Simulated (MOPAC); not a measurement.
## Frequency calculation of SiHOF₃

SiHOF₃, computed with AM1, closed shell (MOPAC 23.2.5).

The geometry was optimised with AM1.

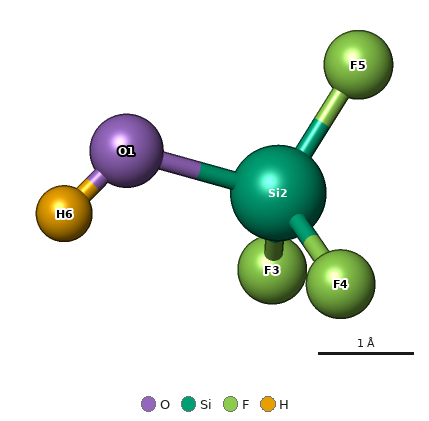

Fig. 1: The structure as given in the input (ball-and-stick view, seen at a tilt; atoms are numbered from 1 in the order of the input). Bond lengths as drawn: F–Si 1.60 Å, H–O 0.95 Å and O–Si 1.73 Å.

## Key numbers

| quantity | value |
| --- | --- |
| outcome | converged |
| heat of formation | −360.96 kcal/mol |
| basis functions | 21 |
| zero-point energy | 0.022821 hartree |
| wavenumbers, lowest and highest | 33i and 3614 cm⁻¹ |
| hardware | 1 thread of Intel Xeon @ 2.50GHz (Skylake/Cascade Lake), 16 GiB of memory available, shared host |
| peak memory | 0.087 GiB |

## Notes

MOPAC's energies along a path are heats of formation.

## Input (mol.mop)
```
AM1 FORCE THERMO(298,398,100) AUX(PRECISION=6) THREADS=1
F3HOSi charge 0
O[Si](F)(F)F
O -0.254042 1 0.550298 1 1.192058 1
Si 0.245473 1 -0.108767 1 -0.326187 1
F -0.675644 1 0.477797 1 -1.500339 1
F 0.071745 1 -1.702730 1 -0.305515 1
F 1.778056 1 0.299106 1 -0.542722 1
H -1.133599 1 0.411054 1 1.512313 1
```

Command:
```bash
mopac mol.mop
```

## Output
```
MOPAC v23.2.5
AM1 CALCULATION RESULTS

 *  AM1        - The AM1 Hamiltonian to be used
 *  FORCE      - FORCE CALCULATION SPECIFIED
 *  THREADS=1  - MULTI-THREADING NOT USED
 *  AUX        - OUTPUT AUXILIARY INFORMATION
 *  THERMO     - THERMODYNAMIC QUANTITIES TO BE CALCULATED
AM1 FORCE THERMO(298,398,100) AUX(PRECISION=6) THREADS=1
 F3HOSi charge 0
 O[Si](F)(F)F
   ATOM   CHEMICAL          X               Y               Z
  NUMBER   SYMBOL      (ANGSTROMS)     (ANGSTROMS)     (ANGSTROMS)

     1       O         -0.25404200  *   0.55029800  *   1.19205800  *
     2      Si          0.24547300  *  -0.10876700  *  -0.32618700  *
     3       F         -0.67564400  *   0.47779700  *  -1.50033900  *
     4       F          0.07174500  *  -1.70273000  *  -0.30551500  *
     5       F          1.77805600  *   0.29910600  *  -0.54272200  *
     6       H         -1.13359900  *   0.41105400  *   1.51231300  *

          CARTESIAN COORDINATES

    NO.       ATOM           X           Y           Z

     1         O         -0.2540      0.5503      1.1921
     2        Si          0.2455     -0.1088     -0.3262
     3         F         -0.6756      0.4778     -1.5003
     4         F          0.0717     -1.7027     -0.3055
     5         F          1.7781      0.2991     -0.5427
     6         H         -1.1336      0.4111      1.5123

           Empirical Formula: H O Si F3  =     6 atoms

      MOLECULAR POINT GROUP   :   Cs

      RHF CALCULATION, NO. OF DOUBLY OCCUPIED LEVELS = 16

          HEAT OF FORMATION =    -360.957661 KCALS/MOLE

          CARTESIAN COORDINATE DERIVATIVES

   NUMBER  ATOM         X            Y            Z

     1       O      0.001895    -0.022753     0.002921
     2      Si     -0.028789     0.041885    -0.010244
     3       F      0.008773    -0.028883    -0.004284
     4       F     -0.001775     0.007124     0.006280
     5       F      0.008577    -0.003440     0.007927
     6       H      0.011320     0.006066    -0.002600

 DIPOLE           X         Y         Z       TOTAL
 POINT-CHG.    -0.411     0.400    -0.694     0.900
 HYBRID         0.004     0.242    -0.420     0.485
 SUM           -0.406     0.642    -1.114     1.348

          GRADIENT NORM =   0.06753

          MOLECULAR WEIGHT =  102.09

          ROTATIONAL CONSTANTS IN CM(-1)

          A =    0.12812897   B =    0.12747497   C =    0.12418371

           PRINCIPAL MOMENTS OF INERTIA IN UNITS OF 10**(-40)*GRAM-CM**2

          A =      218.4732   B =      219.5941   C =      225.4140

          ORIENTATION OF MOLECULE IN FORCE CALCULATION

    NO.       ATOM         X         Y         Z

     1          O      -1.7260   -0.0053    0.0092
     2         Si       0.0028   -0.0053    0.0092
     3          F       0.5442    1.5041    0.0092
     4          F       0.5421   -0.7282   -1.3166
     5          F       0.4803   -0.7849    1.3231
     6          H      -2.2083    0.4012   -0.6963

    FIRST DERIVATIVES WILL BE USED IN THE CALCULATION OF SECOND DERIVATIVES

          ESTIMATED TIME TO COMPLETE CALCULATION =        0.00 SECONDS

    FOR POINT-GROUP Cs   THERE ARE   2 UNIQUE SYMMETRY FUNCTIONS.

 STEP:   1 TIME =     0.01 SECS, INTEGRAL =      0.01 TIME LEFT: 172799.99
 STEP:   2 TIME =     0.00 SECS, INTEGRAL =      0.01 TIME LEFT: 172799.99
 STEP:   3 TIME =     0.00 SECS, INTEGRAL =      0.01 TIME LEFT: 172799.99
 STEP:   4 TIME =     0.01 SECS, INTEGRAL =      0.02 TIME LEFT: 172799.98
 STEP:   5 TIME =     0.00 SECS, INTEGRAL =      0.02 TIME LEFT: 172799.98
 STEP:   6 TIME =     0.00 SECS, INTEGRAL =      0.02 TIME LEFT: 172799.98
 STEP:   7 TIME =     0.01 SECS, INTEGRAL =      0.02 TIME LEFT: 172799.98
 STEP:   8 TIME =     0.00 SECS, INTEGRAL =      0.02 TIME LEFT: 172799.98
 STEP:   9 TIME =     0.01 SECS, INTEGRAL =      0.03 TIME LEFT: 172799.97
 STEP:  10                       INTEGRAL =      0.03 TIME LEFT: 172799.97
 STEP:  11                       INTEGRAL =      0.03 TIME LEFT: 172799.97
 STEP:  12                       INTEGRAL =      0.03 TIME LEFT: 172799.97
 STEP:  13 TIME =     0.00 SECS, INTEGRAL =      0.03 TIME LEFT: 172799.97
 STEP:  14 TIME =     0.00 SECS, INTEGRAL =      0.03 TIME LEFT: 172799.97
 STEP:  15 TIME =     0.01 SECS, INTEGRAL =      0.04 TIME LEFT: 172799.96
 STEP:  16 TIME =     0.00 SECS, INTEGRAL =      0.04 TIME LEFT: 172799.96
 STEP:  17 TIME =     0.00 SECS, INTEGRAL =      0.04 TIME LEFT: 172799.96
 STEP:  18 TIME =     0.01 SECS, INTEGRAL =      0.05 TIME LEFT: 172799.95

(To convert to Hartree/Bohr^2, multiply by (10^(-21) x N x a0^2)/(4.184 x 627.51) =  0.0642)

           FORCE MATRIX IN MILLIDYNES/ANGSTROM

                  O  1      Si  2       F  3       F  4       F  5       H  6
 ------------------------------------------------------------------------------
     O    1   9.720293
    Si    2   4.257683  20.094222
     F    3   0.197037   8.963190   9.276546
     F    4   0.197246   8.959922   0.255408   9.276546
     F    5   0.223323   9.072750   0.234526   0.234180   9.406834
     H    6   7.094857   0.608936   0.052906   0.052925   0.061572   7.331986

          HEAT OF FORMATION =    -360.957661 KCALS/MOLE

          ZERO POINT ENERGY      14.320 KCAL/MOL

         NOTE: SYSTEM IS NOT A GROUND STATE, THEREFORE ZERO POINT
         ENERGY IS NOT MEANINGFULL. ZERO POINT ENERGY PRINTED
         DOES NOT INCLUDE THE  1 IMAGINARY FREQUENCIES

           NORMAL COORDINATE ANALYSIS (Total motion = 1 Angstrom)

   Root No.       1         2         3         4         5         6         7         8

                 1 A"      1 A'      2 A"      2 A'      3 A'      3 A"      4 A'      5 A'

                 -32.8     169.2     177.4     250.7     259.0     261.1     786.0     915.7

           1    0.0000    0.0010   -0.0021   -0.0112    0.1742    0.0023    0.2387    0.0344
           2   -0.0021    0.0984    0.1698    0.0535   -0.0024   -0.1519    0.0220   -0.0286
           3   -0.0012   -0.1663    0.0989   -0.0951    0.0068   -0.0896   -0.0356    0.0487
           4    0.0001    0.0042    0.0001   -0.0053    0.1616   -0.0017   -0.0769   -0.0125
           5   -0.0064   -0.0109   -0.0046   -0.0657   -0.0023    0.1475   -0.0022    0.0008
           6   -0.0037    0.0188   -0.0026    0.1141    0.0073    0.0849    0.0021   -0.0017
           7   -0.0437   -0.0919   -0.1181   -0.0259   -0.1279    0.0874   -0.0287   -0.0114
           8    0.0106    0.0232    0.0349   -0.0625    0.1004    0.1213   -0.0810   -0.0359
           9   -0.0259    0.1150   -0.0644   -0.1559   -0.0107   -0.1011   -0.0021    0.0023
          10    0.0437   -0.0922    0.1180   -0.0283   -0.1249   -0.0873   -0.0281   -0.0110
          11   -0.0163   -0.1122   -0.0360    0.1665   -0.0409   -0.0315    0.0412    0.0149
          12    0.0225    0.0344    0.0634   -0.0226   -0.0950    0.1554    0.0700    0.0330
          13    0.0004    0.1694    0.0016    0.0620   -0.1414    0.0004   -0.0138   -0.0244
          14   -0.0225    0.0147   -0.1174   -0.0580   -0.0537   -0.1758    0.0330    0.0339
          15   -0.0131   -0.0245   -0.0681    0.1001    0.0885   -0.1019   -0.0551   -0.0575
          16   -0.0096    0.1438    0.0042    0.1779    0.1628    0.0013   -0.3160    0.6862
          17    0.7442    0.1434   -0.3331    0.1139   -0.0069   -0.0762   -0.1609    0.1860
          18    0.4318   -0.2401   -0.1927   -0.1942    0.0150   -0.0456    0.2658   -0.3077

   Root No.       9        10        11        12

                 6 A'      4 A"      7 A'      8 A'

                1078.3    1240.7    1265.2    3613.8

           1   -0.1063    0.0001   -0.0023   -0.0315
           2    0.0084   -0.0053    0.0085    0.0242
           3   -0.0179   -0.0010   -0.0139   -0.0425
           4    0.1657   -0.0039   -0.0007   -0.0006
           5    0.0016    0.2996   -0.1353    0.0003
           6    0.0010    0.1738    0.2331   -0.0005
           7   -0.0493   -0.1020    0.0437    0.0002
           8   -0.1330   -0.2930    0.1262    0.0002
           9   -0.0009   -0.0005   -0.0043   -0.0001
          10   -0.0511    0.1061    0.0454    0.0002
          11    0.0640   -0.1433   -0.0591   -0.0001
          12    0.1158   -0.2539   -0.1108   -0.0002
          13   -0.0395    0.0016   -0.0778    0.0002
          14    0.0626   -0.0032    0.1280   -0.0001
          15   -0.1060   -0.0025   -0.2218    0.0002
          16   -0.2942   -0.0011   -0.1565    0.5051
          17   -0.0578    0.0190   -0.0451   -0.3930
          18    0.0904    0.0136    0.0750    0.6887

           MASS-WEIGHTED COORDINATE ANALYSIS (NORMAL COORDINATES)

   Root No.       1         2         3         4         5         6         7         8

                 1 A"      1 A'      2 A"      2 A'      3 A'      3 A"      4 A'      5 A'

                 -32.8     169.2     177.4     250.7     259.0     261.1     786.0     915.7

           1    0.0002    0.0027   -0.0063   -0.0302    0.4138    0.0049    0.7395    0.1512
           2   -0.0090    0.2706    0.4992    0.1447   -0.0058   -0.3322    0.0683   -0.1255
           3   -0.0050   -0.4572    0.2907   -0.2569    0.0161   -0.1959   -0.1103    0.2137
           4    0.0005    0.0154    0.0004   -0.0190    0.5085   -0.0049   -0.3156   -0.0729
           5   -0.0367   -0.0398   -0.0177   -0.2351   -0.0074    0.4274   -0.0091    0.0046
           6   -0.0212    0.0686   -0.0102    0.4085    0.0228    0.2460    0.0086   -0.0096
           7   -0.2051   -0.2754   -0.3785   -0.0761   -0.3310    0.2084   -0.0969   -0.0546
           8    0.0498    0.0694    0.1119   -0.1842    0.2599    0.2890   -0.2735   -0.1717
           9   -0.1213    0.3445   -0.2063   -0.4591   -0.0277   -0.2410   -0.0072    0.0110
          10    0.2050   -0.2762    0.3780   -0.0835   -0.3232   -0.2080   -0.0948   -0.0528
          11   -0.0766   -0.3360   -0.1155    0.4903   -0.1058   -0.0750    0.1391    0.0715
          12    0.1056    0.1032    0.2030   -0.0664   -0.2460    0.3703    0.2365    0.1577
          13    0.0017    0.5075    0.0050    0.1827   -0.3661    0.0009   -0.0465   -0.1170
          14   -0.1056    0.0439   -0.3763   -0.1709   -0.1390   -0.4191    0.1115    0.1624
          15   -0.0614   -0.0734   -0.2182    0.2949    0.2291   -0.2429   -0.1860   -0.2750
          16   -0.0104    0.0992    0.0031    0.1206    0.0971    0.0007   -0.2458    0.7564
          17    0.8043    0.0989   -0.2458    0.0772   -0.0041   -0.0418   -0.1251    0.2050
          18    0.4666   -0.1656   -0.1422   -0.1317    0.0089   -0.0250    0.2068   -0.3392

   Root No.       9        10        11        12

                 6 A'      4 A"      7 A'      8 A'

                1078.3    1240.7    1265.2    3613.8

           1   -0.2908    0.0001   -0.0046   -0.1295
           2    0.0230   -0.0079    0.0168    0.0997
           3   -0.0490   -0.0015   -0.0273   -0.1749
           4    0.6005   -0.0077   -0.0018   -0.0031
           5    0.0058    0.5989   -0.3533    0.0015
           6    0.0035    0.3475    0.6089   -0.0026
           7   -0.1469   -0.1677    0.0939    0.0008
           8   -0.3962   -0.4817    0.2711    0.0010
           9   -0.0027   -0.0008   -0.0092   -0.0003
          10   -0.1522    0.1745    0.0975    0.0009
          11    0.1908   -0.2356   -0.1269   -0.0004
          12    0.3450   -0.4174   -0.2381   -0.0009
          13   -0.1178    0.0026   -0.1672    0.0008
          14    0.1865   -0.0052    0.2751   -0.0004
          15   -0.3159   -0.0041   -0.4766    0.0010
          16   -0.2019   -0.0004   -0.0774    0.5216
          17   -0.0397    0.0072   -0.0223   -0.4059
          18    0.0621    0.0052    0.0371    0.7113

          DESCRIPTION OF VIBRATIONS

 VIBRATION          1    1A"         ATOM PAIR     ENERGY CONTRIBUTION    RADIAL
 FREQUENCY           -32.80         Si2 -- F 3         +23.8% (-99.9%)      0.2%
 TRANSITION DIPOLE   0.8321         Si2 -- F 4         +23.7% (-99.9%)      0.5%
 TRAVEL (Ang.)       0.0000         O 1 -- H 6         +18.3% (-99.9%)      0.0%
 REDUCED MASS        0.8912         Si2 -- F 5         +17.8% (-99.9%)      0.0%
 EFFECTIVE MASS     29.2397         O 1 -- Si2         +16.4% (-99.9%)      0.0%
 FORCE CONSTANT     -0.0006

 VIBRATION          2    1A'         ATOM PAIR     ENERGY CONTRIBUTION    RADIAL
 FREQUENCY           169.16         O 1 -- Si2         +86.2% (250.9%)      0.0%
 TRANSITION DIPOLE   0.4602         Si2 -- F 3          +3.8% ( 52.5%)      0.0%
 TRAVEL (Ang.)       0.3109         Si2 -- F 4          +3.8% ( 52.5%)      0.0%
 REDUCED MASS        4.1254         Si2 -- F 5          +3.5% ( 50.7%)      0.0%
 EFFECTIVE MASS     71.2775
 FORCE CONSTANT      0.0695

 VIBRATION          3    2A"         ATOM PAIR     ENERGY CONTRIBUTION    RADIAL
 FREQUENCY           177.41         O 1 -- H 6         +30.1% ( 51.7%)      0.0%
 TRANSITION DIPOLE   1.1542         O 1 -- Si2         +27.4% ( 49.3%)      0.0%
 TRAVEL (Ang.)       0.3099         Si2 -- F 5         +14.6% ( 36.0%)      0.0%
 REDUCED MASS        3.9581         Si2 -- F 3         +14.0% ( 35.3%)      0.0%
 EFFECTIVE MASS     15.7067         Si2 -- F 4         +13.9% ( 35.2%)      0.0%
 FORCE CONSTANT      0.0734

 VIBRATION          4    2A'         ATOM PAIR     ENERGY CONTRIBUTION    RADIAL
 FREQUENCY           250.67         O 1 -- Si2         +37.5% (199.5%)      0.0%
 TRANSITION DIPOLE   2.0961         Si2 -- F 3         +24.9% (162.5%)      0.1%
 TRAVEL (Ang.)       0.2491         Si2 -- F 4         +24.8% (162.1%)      0.3%
 REDUCED MASS        4.3366         Si2 -- F 5         +11.5% (110.5%)      7.2%
 EFFECTIVE MASS     33.7088
 FORCE CONSTANT      0.1606

 VIBRATION          5    3A'         ATOM PAIR     ENERGY CONTRIBUTION    RADIAL
 FREQUENCY           259.02         Si2 -- F 3         +21.9% (137.8%)      0.1%
 TRANSITION DIPOLE   3.0012         Si2 -- F 4         +21.9% (137.7%)      0.0%
 TRAVEL (Ang.)       0.2446         Si2 -- F 5         +21.8% (137.5%)      0.1%
 REDUCED MASS        4.3522         O 1 -- Si2         +19.0% (128.3%)     99.5%
 EFFECTIVE MASS     30.6458         O 1 -- H 6         +15.5% (115.8%)     27.9%
 FORCE CONSTANT      0.1720

 VIBRATION          6    3A"         ATOM PAIR     ENERGY CONTRIBUTION    RADIAL
 FREQUENCY           261.07         Si2 -- F 5         +32.7% (171.1%)      0.0%
 TRANSITION DIPOLE   3.2606         O 1 -- Si2         +32.0% (169.2%)      0.0%
 TRAVEL (Ang.)       0.2431         Si2 -- F 4         +17.5% (125.3%)      1.0%
 REDUCED MASS        4.3687         Si2 -- F 3         +17.4% (124.7%)      1.1%
 EFFECTIVE MASS     22.8722
 FORCE CONSTANT      0.1754

 VIBRATION          7    4A'         ATOM PAIR     ENERGY CONTRIBUTION    RADIAL
 FREQUENCY           786.03         O 1 -- Si2         +47.9% ( 92.4%)     98.2%
 TRANSITION DIPOLE   2.0485         O 1 -- H 6         +31.9% ( 75.5%)      3.0%
 TRAVEL (Ang.)       0.1227         Si2 -- F 4          +7.0% ( 35.4%)     26.7%
 REDUCED MASS        5.6941         Si2 -- F 3          +7.0% ( 35.4%)     26.0%
 EFFECTIVE MASS     17.1816
 FORCE CONSTANT      2.0728

 VIBRATION          8    5A'         ATOM PAIR     ENERGY CONTRIBUTION    RADIAL
 FREQUENCY           915.70         O 1 -- H 6         +74.6% ( 88.7%)      7.7%
 TRANSITION DIPOLE   0.5445         O 1 -- Si2         +10.1% ( 32.6%)     42.9%
 TRAVEL (Ang.)       0.2791         Si2 -- F 5          +9.6% ( 31.9%)     97.4%
 REDUCED MASS        0.9453         Si2 -- F 4          +2.9% ( 17.3%)     79.6%
 EFFECTIVE MASS      5.5361
 FORCE CONSTANT      0.4670

 VIBRATION          9    6A'         ATOM PAIR     ENERGY CONTRIBUTION    RADIAL
 FREQUENCY          1078.25         Si2 -- F 3         +25.5% ( 61.7%)     55.2%
 TRANSITION DIPOLE   3.2904         Si2 -- F 4         +25.5% ( 61.7%)     53.4%
 TRAVEL (Ang.)       0.1075         Si2 -- F 5         +22.9% ( 58.5%)     49.0%
 REDUCED MASS        5.4092         O 1 -- Si2         +21.3% ( 56.5%)     99.6%
 EFFECTIVE MASS     20.8666
 FORCE CONSTANT      3.7053

 VIBRATION         10    4A"         ATOM PAIR     ENERGY CONTRIBUTION    RADIAL
 FREQUENCY          1240.74         Si2 -- F 4         +36.2% ( 78.7%)     87.1%
 TRANSITION DIPOLE   5.7120         Si2 -- F 3         +36.2% ( 78.7%)     87.3%
 TRAVEL (Ang.)       0.0776         O 1 -- Si2         +13.8% ( 48.5%)      0.0%
 REDUCED MASS        9.0284         Si2 -- F 5         +13.8% ( 48.5%)      0.0%
 EFFECTIVE MASS     23.1348
 FORCE CONSTANT      8.1889

 VIBRATION         11    7A'         ATOM PAIR     ENERGY CONTRIBUTION    RADIAL
 FREQUENCY          1265.18         Si2 -- F 5         +42.6% ( 86.3%)     97.1%
 TRANSITION DIPOLE   5.2119         Si2 -- F 3         +21.4% ( 61.1%)     49.2%
 TRAVEL (Ang.)       0.0760         Si2 -- F 4         +21.4% ( 61.1%)     51.2%
 REDUCED MASS        9.2355         O 1 -- Si2         +14.4% ( 50.2%)      0.0%
 EFFECTIVE MASS     23.0692
 FORCE CONSTANT      8.7099

 VIBRATION         12    8A'         ATOM PAIR     ENERGY CONTRIBUTION    RADIAL
 FREQUENCY          3613.84         O 1 -- H 6         +99.6% (100.0%)     99.9%
 TRANSITION DIPOLE   0.9395         O 1 -- Si2          +0.4% (  6.4%)     28.9%
 TRAVEL (Ang.)       0.1403
 REDUCED MASS        0.9482
 EFFECTIVE MASS      1.3893
 FORCE CONSTANT      7.2960

      SYMMETRY NUMBER FOR POINT-GROUP Cs  =  1

          SYSTEM IS A GROUND STATE

 O[Si](F)(F)F
 F3HOSi charge 0

          MOLECULE IS NOT LINEAR

          THERE ARE 12 GENUINE VIBRATIONS IN THIS SYSTEM
          THIS THERMODYNAMICS CALCULATION IS LIMITED TO
          MOLECULES WHICH HAVE NO INTERNAL ROTATIONS

                    CALCULATED THERMODYNAMIC PROPERTIES
                                          *
   TEMP. (K)   PARTITION FUNCTION   H.O.F.    ENTHALPY  HEAT CAPACITY ENTROPY
                                   KCAL/MOL   CAL/MOLE    CAL/K/MOL  CAL/K/MOL

 298.00  VIB.     0.6197D+02                  2318.2140    12.7812    15.9797
         ROT.     0.1173D+06                   888.2803     2.9808    26.1766
         INT.     0.7270D+07                  3206.4944    15.7620    42.1563
         TRA.     0.9972D+27                  1480.4672     4.9680    39.7774
         TOT.                     -360.958    4686.9615    20.7301    81.9337

 298.00  VIB.     0.6197D+02                  2318.2140    12.7812    15.9797
         ROT.     0.1173D+06                   888.2803     2.9808    26.1766
         INT.     0.7270D+07                  3206.4944    15.7620    42.1563
         TRA.     0.9972D+27                  1480.4672     4.9680    39.7774
         TOT.                     -360.958    4686.9615    20.7301    81.9337

 398.00  VIB.     0.2145D+03                  3702.2440    14.8323    19.9702
         ROT.     0.1811D+06                  1186.3609     2.9808    27.0391
         INT.     0.3884D+08                  4888.6049    17.8131    47.0093
         TRA.     0.1539D+28                  1977.2682     4.9680    41.2149
         TOT.                     -358.779    6865.8732    22.7812    88.2242

   *: NOTE: HEATS OF FORMATION ARE RELATIVE TO THE
            ELEMENTS IN THEIR STANDARD STATE AT 298K
              (=  Standard Enthalpy of Formation).

            Hvib:  Zero-point energy is not included.
                   frequencies of less than zero cm-1 are not included.
            Hrot = (3/2)RT
            Htra = (3/2)RT + pV = (5/2)RT

            Heat capacity is Cp, not Cv

           FORCE CONSTANT IN CARTESIAN COORDINATES (Millidynes/A)

    ATOM   CHEMICAL       X               Y               Z
   NUMBER   SYMBOL  FORCE CONSTANT  FORCE CONSTANT  FORCE CONSTANT

      1       O        6.464872        1.561140        4.379551
      2      Si        8.321525       12.708531       13.141716
      3       F        1.180729        8.303200        0.290822
      4       F        1.294414        2.159765        6.320571
      5       F        1.030066        2.322372        6.516752
      6       H        2.451877        1.306707        4.001724

 *                    *
 * JOB ENDED NORMALLY *
 *                    *

 TOTAL JOB TIME:             0.05 SECONDS

 == MOPAC DONE ==
```

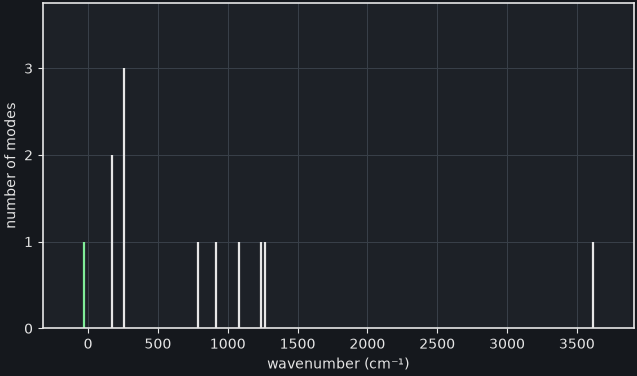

Fig. 2: Harmonic vibrational wavenumbers from the force constants; neighbouring modes closer than 17 cm⁻¹ are counted in one stick, and imaginary ones are drawn at negative wavenumbers. 12 modes from 33i to 3614 cm⁻¹, 1 imaginary beyond 8i (33i cm⁻¹): not a clean minimum; so soft a mode can be a shallow saddle, an incomplete relaxation or noise of the force constants.
